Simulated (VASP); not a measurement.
Band structure of PtS$_{2}$ (1T layered). Calculation: r2SCAN meta-GGA with spin-orbit coupling, VASP's PBE PAW potentials (set 64) (plane waves; VASP).

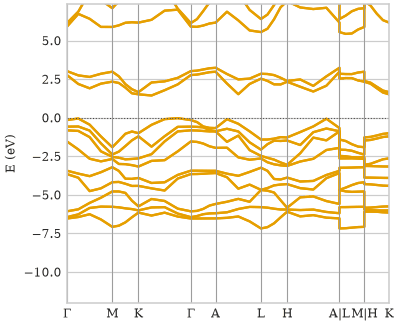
Figure. Bands along high-symmetry lines, zero at the valence-band maximum or, without a gap, the Fermi level

**Question.** Read the plot: is there a gap, and where are the band edges?

**Answer.** The gap is indirect, 1.36 eV, from the valence maximum at (0.00, 0.14, 0.25) to the conduction minimum at (0.00, 0.29, 0.25).

The compound is PtS2 in the 1T layered structure. It was relaxed first, which changed the volume by +12 %.
